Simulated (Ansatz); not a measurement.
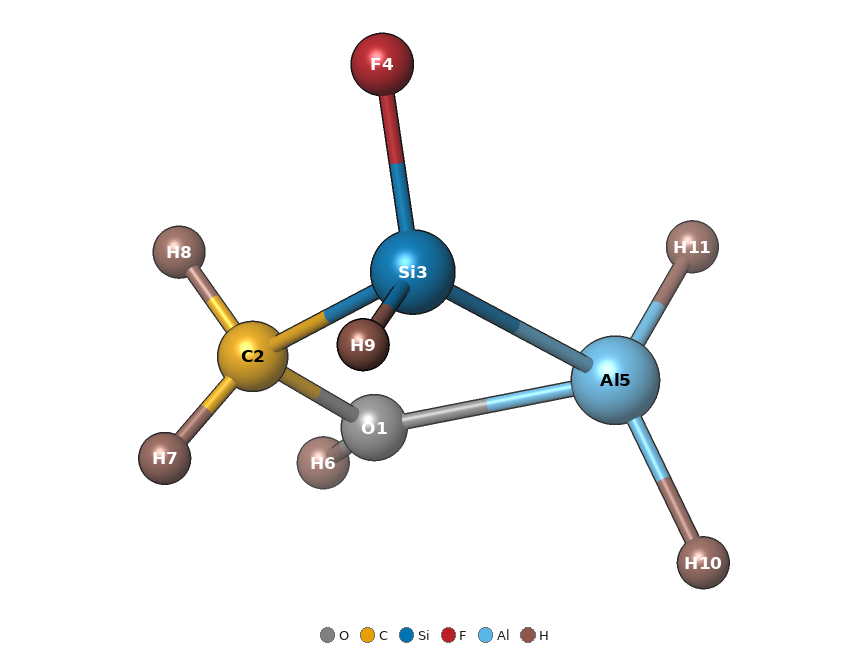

Atoms fade into the background with distance from the viewer. Computed geometry: PBE-D4/def2-SVP optimisation. No frequency run is at hand to confirm it as a minimum.

> How is the 4-membered ring O1–C2–Si3–Al5 puckered?

It is planar. The Cremer–Pople amplitude Q is 0.04 Å.

> Give the torsion angles round the ring, beginning with the bond from its second to its third atom.

2°, −2°, 3°, −3°.
